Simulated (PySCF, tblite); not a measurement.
# C3H11NSi: a rotation path, then NMR shifts on frames, part 1 of 2

How do NMR shifts of C3H11NSi (`CCC[SiH2]N`) change as the atoms move?

Computed with tblite 0.8.0 and PySCF 2.14.0, with density-fitted response routines of our own, on a single molecule in the gas phase. Atoms are numbered from 0 throughout.

### Step 1. The starting structure

16 atoms, charge 0, multiplicity 1; geometry from: GFN2-xTB.

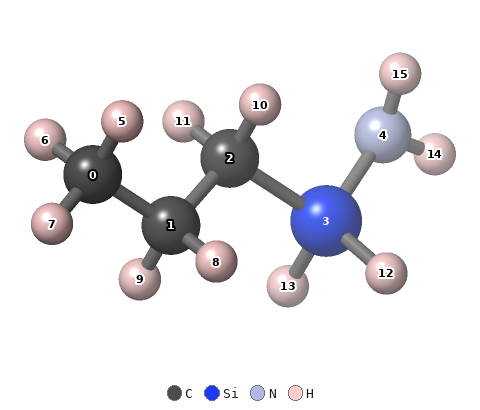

The starting geometry (carbon dark grey, silicon blue, nitrogen light blue, hydrogen pink), atoms numbered.

### Step 2. The rotation path with GFN2-xTB

Job settings and geometry (Å):

```
{"job": {"kind": "neb", "xc": "GFN2-xTB", "basis": "xTB", "atoms": [1, 2, 3, 4], "turn": 120}, "charge": 0, "multiplicity": 1}
C      2.484361     0.485660    -0.181080
C      1.242649    -0.366272    -0.420586
C     -0.034225     0.339413     0.020872
Si    -1.586614    -0.719565    -0.244526
N     -2.907114     0.223359     0.338931
H      2.414777     1.423193    -0.729668
H      2.589755     0.717245     0.877041
H      3.380262    -0.038041    -0.508312
H      1.174805    -0.610335    -1.483296
H      1.341966    -1.308504     0.123083
H     -0.120554     1.282918    -0.523132
H      0.052863     0.601021     1.077012
H     -1.669770    -1.108337    -1.665046
H     -1.577066    -1.924739     0.587261
H     -3.827591    -0.183931     0.331711
H     -2.966101     1.195861     0.082620
```

Method: GFN2-xTB climbing-image nudged elastic band, gas phase.

The run is started by

```sh
OMP_NUM_THREADS=1 python probes_run.py task.json out
```

This one command runs all jobs of the session in turn.

Standard output:

```text
image   E - E0 / eV
  0      -0.0000
  1       0.0091
  2       0.0237
  3       0.0378
  4       0.0442
  5       0.0398
  6       0.0276
  7       0.0158
  8       0.0116
```

Wall time 3.7 s (1 thread of Arm Neoverse N1, shared host).

The final band, with the dihedral C1–C2–Si3–N4:

| image | dihedral (°) | energy (eV) | energy (kcal/mol) |
| --- | --- | --- | --- |
| 0 | 179 | 0.000 | 0.0 |
| 1 | 192 | 0.009 | 0.2 |
| 2 | 206 | 0.024 | 0.5 |
| 3 | 221 | 0.038 | 0.9 |
| 4 | 236 | 0.044 | 1.0 |
| 5 | 251 | 0.040 | 0.9 |
| 6 | 266 | 0.028 | 0.6 |
| 7 | 281 | 0.016 | 0.4 |
| 8 | 296 | 0.012 | 0.3 |

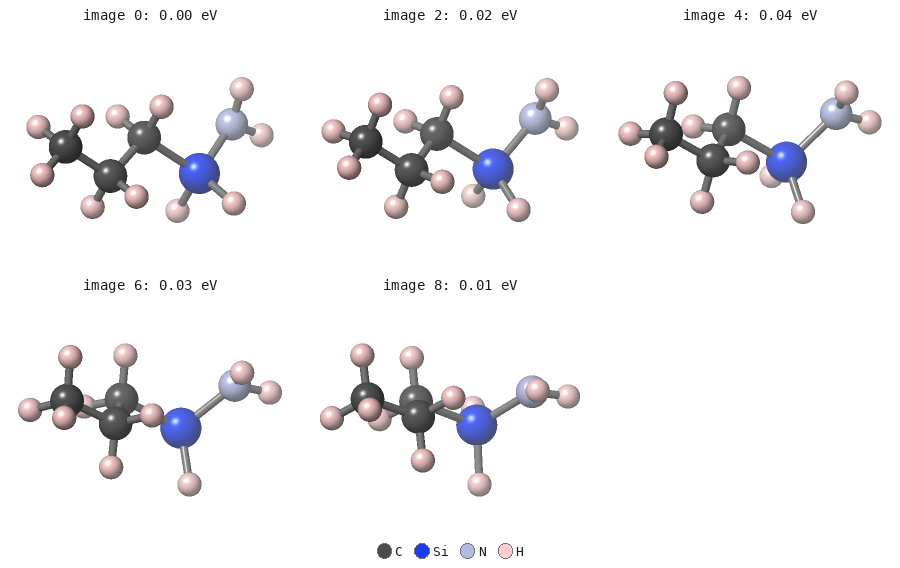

Images along the band.

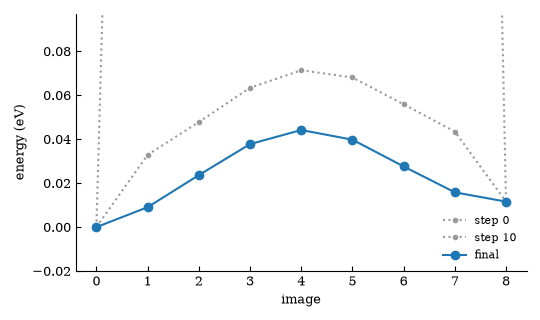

Energy along the band, early and final.

### Step 3. NMR shieldings: image 0, PBE0/pcSseg-1

Job settings and geometry (Å):

```
{"job": {"kind": "nmr", "xc": "PBE0", "basis": "pcSseg-1", "pop": false}, "charge": 0, "multiplicity": 1}
C      2.484400     0.485700    -0.181100
C      1.242600    -0.366300    -0.420600
C     -0.034200     0.339400     0.020900
Si    -1.586600    -0.719600    -0.244500
N     -2.907100     0.223400     0.338900
H      2.414800     1.423200    -0.729700
H      2.589800     0.717200     0.877000
H      3.380300    -0.038000    -0.508300
H      1.174800    -0.610300    -1.483300
H      1.342000    -1.308500     0.123100
H     -0.120600     1.282900    -0.523100
H      0.052900     0.601000     1.077000
H     -1.669800    -1.108300    -1.665000
H     -1.577100    -1.924700     0.587300
H     -3.827600    -0.183900     0.331700
H     -2.966100     1.195900     0.082600
```

Method: GIAO PBE0/pcSseg-1 NMR shielding, non-relativistic, gas phase.

Standard output:

```text
coarse grid: 12768 points
cycle   1  E = -464.7466257523  dE =  2.078e-01  |g| = 5.325e-01  |ddm| = 3.329e+00
cycle   2  E = -464.7098950876  dE =  3.673e-02  |g| = 6.702e-01  |ddm| = 1.046e+00
cycle   3  E = -464.8140737285  dE = -1.042e-01  |g| = 4.630e-02  |ddm| = 6.354e-01
cycle   4  E = -464.8144520856  dE = -3.784e-04  |g| = 2.360e-02  |ddm| = 6.173e-02
cycle   5  E = -464.8145786813  dE = -1.266e-04  |g| = 4.625e-03  |ddm| = 2.210e-02
cycle   6  E = -464.8145836693  dE = -4.988e-06  |g| = 1.140e-03  |ddm| = 5.285e-03
final grid: 115640 points
cycle   7  E = -464.8411097628  dE = -2.590e-05  |g| = 8.594e-03  |ddm| = 2.031e-02
cycle   8  E = -464.8410998379  dE =  9.925e-06  |g| = 1.080e-02  |ddm| = 1.596e-02
cycle   9  E = -464.8411277890  dE = -2.795e-05  |g| = 4.436e-04  |ddm| = 8.902e-03
cycle  10  E = -464.8411278236  dE = -3.461e-08  |g| = 2.085e-04  |ddm| = 5.615e-04
cycle  11  E = -464.8411278329  dE = -9.342e-09  |g| = 4.020e-05  |ddm| = 1.863e-04
cycle  12  E = -464.8411278333  dE = -3.510e-10  |g| = 1.183e-05  |ddm| = 4.992e-05
converged SCF energy = -464.8411278333

GIAO shielding tensors (ppm)
atom      isotropic    diamagn.    paramagn.     s11        s22        s33       span
  0 C      165.673     245.599     -79.925    151.451    158.121    187.447     35.996
  1 C      166.433     248.111     -81.678    160.725    165.802    172.771     12.046
  2 C      167.525     254.495     -86.970    149.318    161.938    191.319     42.001
  3 Si     379.281     879.899    -500.618    347.085    356.609    434.149     87.064
  4 N      262.065     315.114     -53.049    225.370    259.504    301.321     75.951
  5 H       30.766      29.577       1.189     26.916     28.984     36.398      9.482
  6 H       30.698      29.652       1.045     26.853     28.865     36.376      9.523
  7 H       30.345      27.926       2.419     25.668     27.536     37.831     12.162
  8 H       30.406      31.952      -1.546     24.973     30.297     35.948     10.975
  9 H       30.460      32.078      -1.618     24.967     30.364     36.047     11.081
 10 H       31.043      34.034      -2.992     26.714     30.897     35.516      8.802
 11 H       30.818      33.896      -3.077     26.400     30.538     35.517      9.117
 12 H       26.753      29.979      -3.226     22.950     25.851     31.459      8.508
 13 H       27.041      29.950      -2.909     23.729     25.849     31.546      7.817
 14 H       31.837      28.341       3.495     23.931     27.223     44.355     20.424
 15 H       31.894      31.355       0.540     24.103     29.423     42.156     18.053
```

Wall time 22 s (1 thread of Arm Neoverse N1, shared host); peak memory 0.71 GiB.

Shifts follow as δ = σ(reference) − σ, with reference shieldings (ppm) from runs at the same level and on the same kind of geometry: ¹H TMS 31.72, ¹³C TMS 186.9, ²⁹Si TMS 349.2, ¹⁵N NH3 267.7. The references are single molecules in the gas phase, so shifts against H2O, NH3, PH3, H3PO4 or CFCl3 are not on the usual liquid scales and can be off by tens of ppm. Each atom is listed at this fixed geometry, with no averaging over motion; a spectrum would average atoms that exchange fast.

| atoms | environment | σ (ppm) | δ (ppm) |
| --- | --- | --- | --- |
| C0 | methyl carbon | 165.7 | 21.3 |
| C1 | sp3 CH2 | 166.4 | 20.5 |
| C2 | sp3 CH2 bonded to Si | 167.5 | 19.4 |
| H12 | hydrogen on a silicon bonded to C, N | 26.75 | 4.96 |
| H13 | hydrogen on a silicon bonded to C, N | 27.04 | 4.68 |
| H7 | hydrogen on a methyl carbon | 30.34 | 1.37 |
| H8 | hydrogen on an sp3 CH2 | 30.41 | 1.31 |
| H9 | hydrogen on an sp3 CH2 | 30.46 | 1.26 |
| H6 | hydrogen on a methyl carbon | 30.70 | 1.02 |
| H5 | hydrogen on a methyl carbon | 30.77 | 0.95 |
| H11 | hydrogen on an sp3 CH2 bonded to Si | 30.82 | 0.90 |
| H10 | hydrogen on an sp3 CH2 bonded to Si | 31.04 | 0.67 |
| H14 | hydrogen on a nitrogen bonded to Si | 31.84 | -0.12 |
| H15 | hydrogen on a nitrogen bonded to Si | 31.89 | -0.18 |
| Si3 | silicon bonded to C, N, 2 H | 379.3 | -30.1 |
| N4 | nitrogen bonded to Si, 2 H | 262.1 | 5.7 |

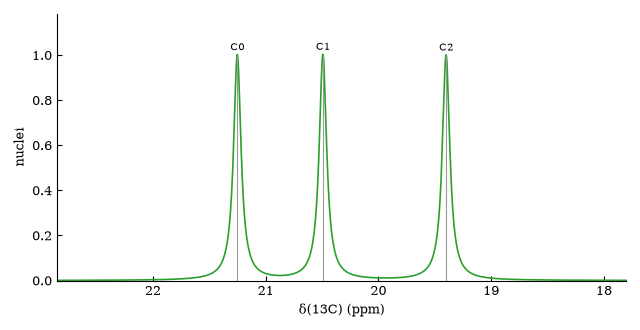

¹³C lines at the computed shifts, without couplings. Lines are broadened to a width of 0.08 ppm (Lorentzian).

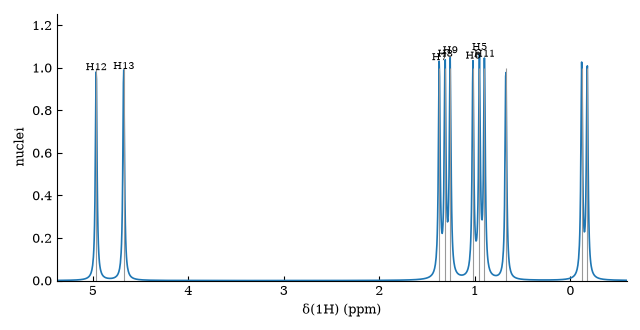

¹H lines at the computed shifts, without couplings. Lines are broadened to a width of 0.02 ppm (Lorentzian).

### Step 4. Shielding tensors: image 2, PBE0/pcSseg-1

Job settings and geometry (Å):

```
{"job": {"kind": "nmr", "xc": "PBE0", "basis": "pcSseg-1", "pop": false}, "charge": 0, "multiplicity": 1}
C      2.464600     0.512400    -0.239100
C      1.209100    -0.309200    -0.502000
C     -0.010800     0.263300     0.210700
Si    -1.580100    -0.772800    -0.071600
N     -2.905800     0.314100     0.113500
H      2.317700     1.542800    -0.556400
H      2.698600     0.512100     0.823400
H      3.313200     0.103900    -0.784500
H      1.020600    -0.336200    -1.577200
H      1.378500    -1.336800    -0.172900
H     -0.155300     1.293400    -0.122900
H      0.204300     0.317400     1.279300
H     -1.488500    -1.449400    -1.379200
H     -1.764300    -1.787600     0.966200
H     -3.842700    -0.052700     0.070300
H     -2.866700     1.194100    -0.374800
```

Method: GIAO PBE0/pcSseg-1 NMR shielding, non-relativistic, gas phase.

Standard output:

```text
coarse grid: 12768 points
cycle   1  E = -464.7454240820  dE =  2.098e-01  |g| = 5.322e-01  |ddm| = 3.328e+00
cycle   2  E = -464.7087073213  dE =  3.672e-02  |g| = 6.699e-01  |ddm| = 1.039e+00
cycle   3  E = -464.8128458963  dE = -1.041e-01  |g| = 4.759e-02  |ddm| = 6.302e-01
cycle   4  E = -464.8132513680  dE = -4.055e-04  |g| = 2.384e-02  |ddm| = 6.309e-02
cycle   5  E = -464.8133805423  dE = -1.292e-04  |g| = 4.687e-03  |ddm| = 2.224e-02
cycle   6  E = -464.8133856762  dE = -5.134e-06  |g| = 1.148e-03  |ddm| = 5.322e-03
final grid: 115640 points
cycle   7  E = -464.8401736331  dE = -2.456e-05  |g| = 8.653e-03  |ddm| = 1.987e-02
cycle   8  E = -464.8401634495  dE =  1.018e-05  |g| = 1.091e-02  |ddm| = 1.619e-02
cycle   9  E = -464.8401919756  dE = -2.853e-05  |g| = 4.614e-04  |ddm| = 8.928e-03
cycle  10  E = -464.8401920130  dE = -3.746e-08  |g| = 2.153e-04  |ddm| = 5.730e-04
cycle  11  E = -464.8401920230  dE = -9.958e-09  |g| = 4.054e-05  |ddm| = 1.928e-04
cycle  12  E = -464.8401920233  dE = -3.517e-10  |g| = 1.234e-05  |ddm| = 4.972e-05
converged SCF energy = -464.8401920233

GIAO shielding tensors (ppm)
atom      isotropic    diamagn.    paramagn.     s11        s22        s33       span
  0 C      165.479     246.015     -80.536    151.357    157.806    187.275     35.917
  1 C      164.336     248.090     -83.753    157.012    164.634    171.363     14.351
  2 C      167.943     254.157     -86.215    148.559    161.962    193.307     44.748
  3 Si     377.590     879.916    -502.326    340.734    362.226    429.810     89.077
  4 N      260.133     315.378     -55.245    221.535    255.823    303.042     81.507
  5 H       30.789      29.817       0.971     26.975     29.122     36.269      9.293
  6 H       30.733      29.620       1.113     26.871     28.835     36.493      9.621
  7 H       30.347      28.036       2.311     25.685     27.564     37.792     12.107
  8 H       30.388      32.234      -1.846     24.984     30.287     35.894     10.909
  9 H       30.549      31.947      -1.399     25.212     30.417     36.016     10.804
 10 H       31.249      34.425      -3.175     26.721     31.104     35.923      9.202
 11 H       30.626      33.514      -2.888     26.416     30.065     35.397      8.981
 12 H       26.859      30.162      -3.302     23.071     26.244     31.263      8.192
 13 H       26.985      29.791      -2.806     23.865     25.412     31.677      7.812
 14 H       31.821      28.332       3.489     23.952     27.108     44.403     20.450
 15 H       31.929      31.604       0.325     24.124     29.656     42.007     17.883
```

Wall time 22 s (1 thread of Arm Neoverse N1, shared host); peak memory 0.74 GiB.

Key values: δ C1 22.6, C0 21.4, C2 19.0, Si3 -28.4, H12 4.86, H13 4.73 ppm.

(Continued in part 2 of 2.)
